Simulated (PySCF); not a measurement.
# MoCl₂: structure of the quintet

Where does quintet MoCl₂ go from a linear start, is the end point a minimum, and what are its modes, charges and moments?

The runs use PySCF 2.14.0; PBE0, basis Mo def2-TZVP with ECP28, Cl def2-TZVP, scalar-relativistic core potentials, no spin–orbit coupling, density fitting.

### 1 The starting structure

3 atoms, charge 0, spin multiplicity 5.

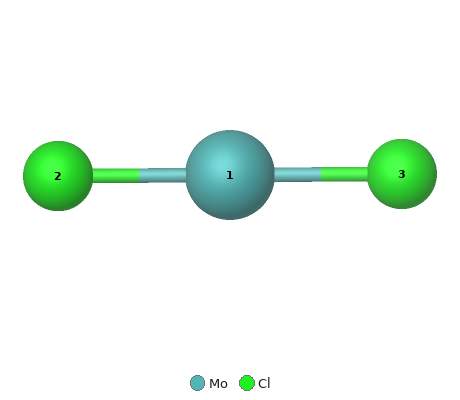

As it starts; molybdenum teal, chlorine green; atoms are numbered from 1 in the order of the file.

Coordinates in bohr (charge 0 multiplicity 5):
```
Mo    0.0000    0.0000    0.0000
Cl    0.0000    0.0000    4.4787
Cl    0.0000    0.0000   -4.4787
```

### 2 The SCF at the typed geometry

One driver script runs all steps and calls PySCF; scf.py shows how it sets up the SCF of each step. The optimiser is the driver's own. After this first run the driver tries any further starts and a stability analysis.

scf.py

```python
from pyscf import gto, scf, dft
mol = gto.M(atom='''
Mo     0.000000     0.000000     0.000000
Cl     0.000000     0.000000     2.370000
Cl     0.000000     0.000000    -2.370000''',
    basis={'Mo': 'def2-TZVP', 'Cl': 'def2-TZVP'},
    ecp={'Mo': 'def2-TZVP'},
    charge=0, spin=4)
mf = dft.UKS(mol, xc='PBE0')
mf.grids.atom_grid = (50, 194)
aux = {'Mo': 'def2-universal-JKFIT', 'Cl': 'def2-universal-JKFIT'}
mf = mf.density_fit(auxbasis=aux)
mf.conv_tol = 1e-08
mf.diis_space = 10
mf.max_cycle = 60
mf.init_guess = 'minao'
mf.verbose = 4
mf.kernel()
```

The run is started by

```console
$ OMP_NUM_THREADS=4 python axn.py task.json out
```

Standard output:

```text
init E= -981.807367037431
[... the frontier-level lines of each cycle are left out ...]
cycle= 1 E= -988.282787841555  delta_E= -6.48  |g|= 0.354  |ddm|= 2.63
cycle= 2 E= -988.308895781303  delta_E= -0.0261  |g|= 0.317  |ddm|= 0.671
cycle= 3 E= -988.353439352696  delta_E= -0.0445  |g|= 0.0632  |ddm|= 0.304
cycle= 4 E= -988.355078033756  delta_E= -0.00164  |g|= 0.0466  |ddm|= 0.0837
cycle= 5 E= -988.356151709438  delta_E= -0.00107  |g|= 0.00529  |ddm|= 0.0339
cycle= 6 E= -988.35617917031  delta_E= -2.75e-05  |g|= 0.0012  |ddm|= 0.00797
cycle= 7 E= -988.356180888948  delta_E= -1.72e-06  |g|= 0.00049  |ddm|= 0.00198
cycle= 8 E= -988.356181161707  delta_E= -2.73e-07  |g|= 6.8e-05  |ddm|= 0.000838
cycle= 9 E= -988.356181171276  delta_E= -9.57e-09  |g|= 6.4e-06  |ddm|= 0.000198
Extra cycle  E= -988.356181171302  delta_E= -2.61e-11  |g|= 5.77e-06  |ddm|= 1.22e-05
converged SCF energy = -988.356181171302  <S^2> = 6.0090995  2S+1 = 5.0036385
```

This step, with its further starts and checks, ran for 17 s (4 threads of Arm Neoverse V1, shared host).

Energies from each starting density:

```csv
start,energy (Eh)
the minimal-basis guess,-988.356181
a thermally smeared density,-988.371743
a smeared PBE density,-988.371744
```

This is not the lowest solution: one lies 40.9 kJ/mol lower, at -988.37174 Eh, and the relaxation starts from that.

### 3 Relaxing the quintet from the linear start

The program finds D∞h symmetry in the start, which this walk keeps.

scf.py, as its differences from that of step 2:

```diff
@@ -16 +15,0 @@
-mf.init_guess = 'minao'
```

Steps of the walk:

```csv
step,energy (Eh),change (kJ/mol),largest symmetric gradient (Eh/bohr)
0,-988.371743,0.00,0.02415
1,-988.375852,-10.79,0.00790
2,-988.376229,-11.78,0.00192
3,-988.376250,-11.83,0.00011
4,-988.376250,-11.83,0.00000
```

The walk took 12 s.

Geometry (Å) and forces (eV/Å) at some steps:

```
step 0
Mo   0.000   0.000   0.000   0.000   0.000   0.000
Cl   0.000   0.000   2.370   0.000   0.000  -1.242
Cl   0.000   0.000  -2.370   0.000   0.000   1.242
step 1
Mo   0.000   0.000   0.000   0.000   0.000   0.000
Cl   0.000   0.000   2.304   0.000   0.000  -0.406
Cl   0.000   0.000  -2.304   0.000   0.000   0.406
step 2
Mo   0.000   0.000   0.000   0.000   0.000   0.000
Cl   0.000   0.000   2.272   0.000   0.000   0.099
Cl   0.000   0.000  -2.272   0.000   0.000  -0.099
step 3
Mo   0.000   0.000   0.000   0.000   0.000   0.000
Cl   0.000   0.000   2.279   0.000   0.000  -0.006
Cl   0.000   0.000  -2.279   0.000   0.000   0.006
step 4
Mo   0.000   0.000   0.000   0.000   0.000   0.000
Cl   0.000   0.000   2.278   0.000   0.000   0.000
Cl   0.000   0.000  -2.278   0.000   0.000   0.000
```

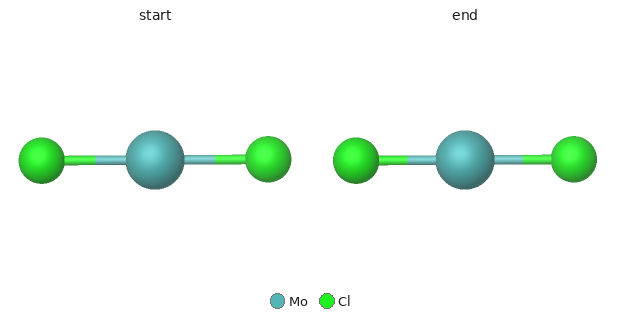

The geometry along the walk, at one scale.

End point (D∞h, 4 steps, 11.8 kJ/mol gained): Mo–Cl 2.278 Å (×2); Cl–Mo–Cl 180.0°.

### 4 Is it a minimum? Harmonic modes

On the finer grid the gradient is checked again; gradients at displacements of ±0.02 bohr then give force constants and infrared intensities.

scf.py, as its differences from that of step 3:

```diff
@@ -4,2 +4,2 @@
-Cl     0.000000     0.000000     2.370000
-Cl     0.000000     0.000000    -2.370000''',
+Cl     0.000000    -0.000000     2.278208
+Cl     0.000000     0.000000    -2.278208''',
@@ -10 +10 @@
-mf.grids.atom_grid = (50, 194)
+mf.grids.atom_grid = (75, 302)
@@ -13 +13 @@
-mf.conv_tol = 1e-08
+mf.conv_tol = 1e-10
```

This SCF starts from the last density.

Log of the central SCF (cycles and frontier levels):

```text
init E= -988.376263074639
[... the frontier-level lines of each cycle are left out ...]
cycle= 1 E= -988.376263074637  delta_E= 1.82e-12  |g|= 2.24e-06  |ddm|= 3.25e-06
Extra cycle  E= -988.37626307463  delta_E= 7.73e-12  |g|= 4.44e-06  |ddm|= 5.85e-06
converged SCF energy = -988.37626307463  <S^2> = 6.0322405  2S+1 = 5.0128796
```

The whole step took 34 s.

Geometry: D∞h; Mo–Cl 2.278 Å (×2); Cl–Mo–Cl 180.0°.

Harmonic modes (main isotopes):

```json
{"ω (cm⁻¹)": "71i", "IR (km/mol)": "8.0"}
{"ω (cm⁻¹)": "88", "IR (km/mol)": "4.3"}
{"ω (cm⁻¹)": "359", "IR (km/mol)": "0.0"}
{"ω (cm⁻¹)": "421", "IR (km/mol)": "161"}
```

1 mode is imaginary, the largest at 71i cm⁻¹: a saddle point, not a minimum.

Here the density breaks the symmetry of the frame, and no labels are given; pairs that should be degenerate can split.

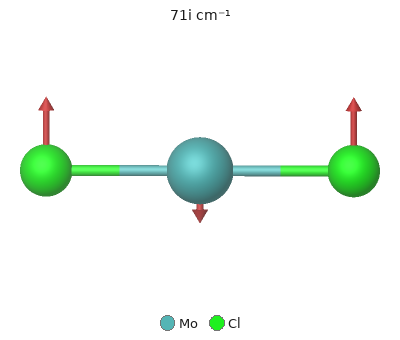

The imaginary mode, as arrows.

Constants and moments:

| Quantity | Value |
| --- | --- |
| Dipole moment | 0.00 D |
| Highest occupied level | -6.72 eV |
| Lowest empty level | -4.26 eV |
| Rotational constants | 0.04644 cm⁻¹ |
| Zero-point energy (real modes) | 5.2 kJ/mol |
| Principal polarisabilities | 48.2, 48.7, 99.0 bohr³ |
| Atomisation energy without zero-point energy | 727 kJ/mol |
| Principal traceless quadrupole moments about the centre of mass | -11.14, 4.53, 6.61 D Å |
| Spin squared ⟨S²⟩ | 6.032 |

Populations by atom (charges in e):

```csv
atom,Mulliken,Löwdin,polar tensor,spin (Mulliken),Mayer order to Mo1
Mo1,0.81,0.03,1.20,4.08,–
"Cl2,3",-0.40,-0.01,-0.60,-0.04,1.04
```

Mulliken populations on Mo1 (outside its core potential): s 2.60, p 6.21, d 4.37, f 0.02.

### 5 Following the imaginary mode

The atoms are moved a little along the softest imaginary mode and relaxed again.

The program finds C2v symmetry in the start, which this walk keeps. Threshold on the gradient: 0.0003 Eh/bohr, with a further test on the energy change.

scf.py, as its differences from that of step 4:

```diff
@@ -3,3 +3,3 @@
-Mo     0.000000     0.000000     0.000000
-Cl     0.000000    -0.000000     2.278208
-Cl     0.000000     0.000000    -2.278208''',
+Mo     0.045855     0.172597     0.000000
+Cl    -0.064192    -0.241618     2.278208
+Cl    -0.064192    -0.241618    -2.278208''',
@@ -10 +10 @@
-mf.grids.atom_grid = (75, 302)
+mf.grids.atom_grid = (50, 194)
@@ -13 +13 @@
-mf.conv_tol = 1e-10
+mf.conv_tol = 1e-08
```

The optimiser's trace:

| step | energy (Eh) | change (kJ/mol) | largest symmetric gradient (Eh/bohr) |
| --- | --- | --- | --- |
| 0 | -988.377171 | 0.00 | 0.01340 |
| 1 | -988.378591 | -3.73 | 0.00445 |
| 2 | -988.379458 | -6.01 | 0.00544 |
| 3 | -988.381187 | -10.54 | 0.00431 |
| 4 | -988.381543 | -11.48 | 0.00081 |
| 5 | -988.381584 | -11.59 | 0.00095 |
| 6 | -988.381588 | -11.60 | 0.00050 |
| 7 | -988.381591 | -11.61 | 0.00002 |

The walk took 27 s.

Geometry (Å) and forces (eV/Å) at some steps:

```
step 0
Mo   0.046   0.173   0.000  -0.005  -0.070   0.000
Cl  -0.064  -0.242   2.278   0.002   0.035  -0.689
Cl  -0.064  -0.242  -2.278   0.002   0.035   0.689
step 1
Mo   0.052   0.194   0.000   0.042   0.121   0.000
Cl  -0.067  -0.252   2.237  -0.021  -0.061  -0.229
Cl  -0.067  -0.252  -2.237  -0.021  -0.061   0.229
step 4
Mo   0.123   0.463   0.000  -0.016   0.049   0.000
Cl  -0.103  -0.387   2.082   0.008  -0.024  -0.002
Cl  -0.103  -0.387  -2.082   0.008  -0.024   0.002
step 7
Mo   0.131   0.493   0.000  -0.020   0.006   0.000
Cl  -0.107  -0.402   2.061   0.010  -0.003  -0.001
Cl  -0.107  -0.402  -2.061   0.010  -0.003   0.001
```

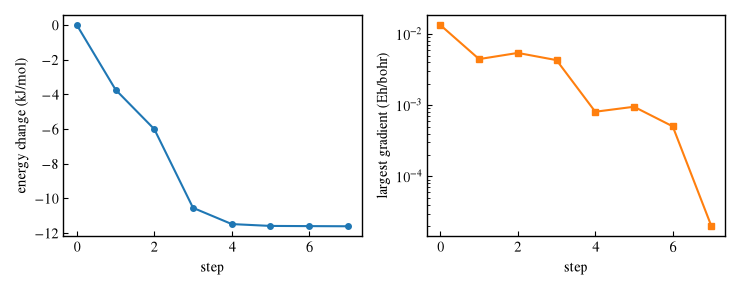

How energy and gradient fall.

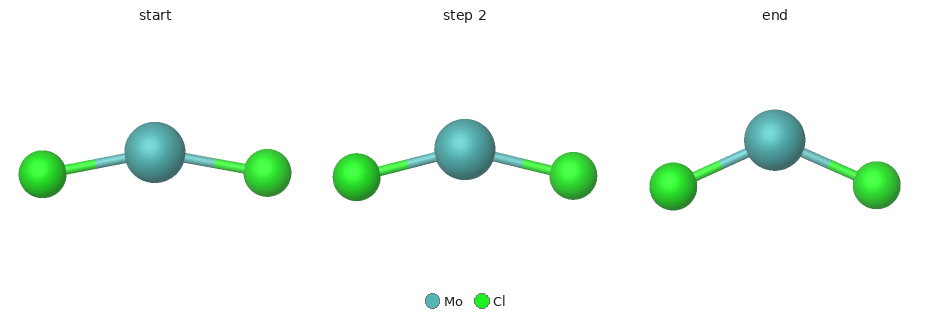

The geometry along the walk, at one scale.

It settles in C2v symmetry, 11.6 kJ/mol below the start, after 7 steps: Mo–Cl 2.260 Å (×2); Cl–Mo–Cl 131.6°.

### 6 Is it a minimum? Harmonic modes

The same treatment as at the point before.

scf.py, as its differences from that of step 5:

```diff
@@ -3,3 +3,3 @@
-Mo     0.045855     0.172597     0.000000
-Cl    -0.064192    -0.241618     2.278208
-Cl    -0.064192    -0.241618    -2.278208''',
+Mo     0.099192     0.373357     0.000000
+Cl    -0.138762    -0.522298     2.060788
+Cl    -0.138762    -0.522298    -2.060788''',
@@ -10 +10 @@
-mf.grids.atom_grid = (50, 194)
+mf.grids.atom_grid = (75, 302)
@@ -13 +13 @@
-mf.conv_tol = 1e-08
+mf.conv_tol = 1e-10
```

Log of the central SCF (cycles and frontier levels):

```text
init E= -988.381640475781
[... the frontier-level lines of each cycle are left out ...]
cycle= 1 E= -988.381640475787  delta_E= -5.46e-12  |g|= 9.28e-07  |ddm|= 3.44e-06
Extra cycle  E= -988.381640475784  delta_E= 2.5e-12  |g|= 1.55e-06  |ddm|= 3.21e-06
converged SCF energy = -988.381640475784  <S^2> = 6.0221197  2S+1 = 5.0088401
```

The whole step ran for 49 s (4 threads of Arm Neoverse V1, shared host).

Geometry: C2v; Mo–Cl 2.260 Å (×2); Cl–Mo–Cl 131.6°.

Modes, for the most abundant isotopes:

```json
{"symmetry": "a1", "ω (cm⁻¹)": "75", "IR (km/mol)": "5.7", "μ (u)": "43.26", "type": "bend"}
{"symmetry": "a1", "ω (cm⁻¹)": "380", "IR (km/mol)": "20.4", "μ (u)": "37.85", "type": "stretch"}
{"symmetry": "b2", "ω (cm⁻¹)": "423", "IR (km/mol)": "109", "μ (u)": "45.99", "type": "stretch"}
```

No imaginary mode, so this is a minimum.

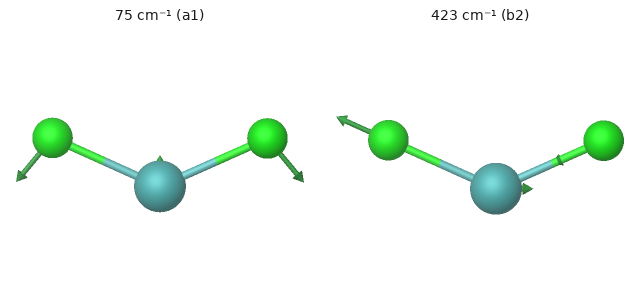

Displacements of 2 of the modes, as arrows (one member where a mode is degenerate).

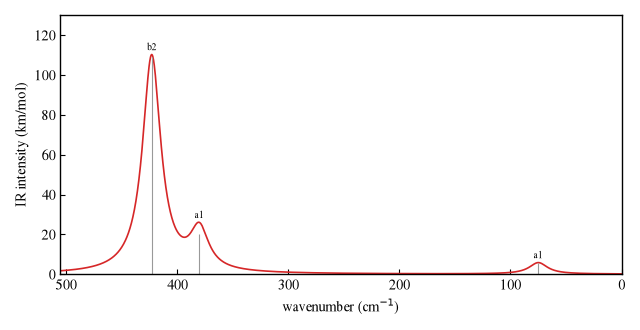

The harmonic infrared spectrum (widths in cm⁻¹). Lines are broadened to a width of 20 cm⁻¹ (Lorentzian).

Constants and moments:

| Item | Value |
| --- | --- |
| Dipole moment | 2.52 D |
| Highest occupied level | -6.69 eV |
| Lowest empty level | -3.55 eV |
| Rotational constants | 0.4811, 0.05676, 0.05077 cm⁻¹ |
| Zero-point energy | 5.3 kJ/mol |
| Principal polarisabilities | 50.3, 59.4, 86.2 bohr³ |
| Atomisation energy without zero-point energy | 742 kJ/mol |
| Principal traceless quadrupole moments about the centre of mass | -8.53, 3.21, 5.32 D Å |
| Entropy at 298.15 K and 1 bar (electronic part: spin only) | 316.3 J/(mol K) |
| Heat capacity Cp at 298.15 K | 53.8 J/(mol K) |
| Enthalpy at 298.15 K above 0 K | 13.59 kJ/mol |
| Rotational symmetry number | 2 |
| Spin squared ⟨S²⟩ | 6.022 |

Charges (e) and bond orders:

```tsv
atom	Mulliken	Löwdin	polar tensor	spin (Mulliken)	Mayer order to Mo1
Mo1	0.82	-0.01	1.18	4.00	–
Cl2,3	-0.41	0.01	-0.59	0.00	1.04
```

Mulliken populations on Mo1 (outside its core potential): s 2.52, p 6.20, d 4.45, f 0.01.

### 7 All stationary points

| spin | group | bonds | imaginary modes (cm⁻¹) | ΔE (kJ/mol) | with zero-point energy |
| --- | --- | --- | --- | --- | --- |
| quintet | C2v | Mo–Cl 2.260 Å (×2) | none | 0.0 | 0.0 |
| quintet | D∞h (density of lower symmetry) | Mo–Cl 2.278 Å (×2) | 71i | 14.1 | – |

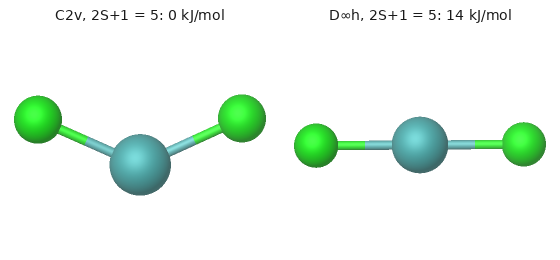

The points, lowest first (molybdenum teal, chlorine green).

### 8 What came out

```
                                          quantity                                value
                                           minimum                         quintet, C2v
                                          geometry  Mo–Cl 2.260 Å (×2); Cl–Mo–Cl 131.6°
                                wavenumbers (cm⁻¹)          75 (a1), 380 (a1), 423 (b2)
                                     dipole moment                               2.52 D
highest occupied, lowest empty level (either spin)                      -6.69, -3.55 eV
                        polar-tensor charge of Mo1                              +1.18 e
                                 zero-point energy                           5.3 kJ/mol
                               entropy at 298.15 K                      316.3 J/(mol K)
         atomisation energy (no zero-point energy)                           742 kJ/mol
                                              ⟨S²⟩                                6.022
```

What this shows: From D∞h at the start the molecule goes to a C2v minimum, after a stop at a saddle point 14.1 kJ/mol higher, from which it was pushed off along an imaginary mode. In the infrared the band at 423 cm⁻¹ (b2, stretch) leads. Most of the spin sits on Mo1 (Mulliken spin 4.00, against 4 for the whole molecule). The first SCF alone would have been 41 kJ/mol too high. Other starts or spin states, not run here, may lie lower. One determinant may miss the lowest occupation of an open d or f shell.

The search up to here took 2.3 min.
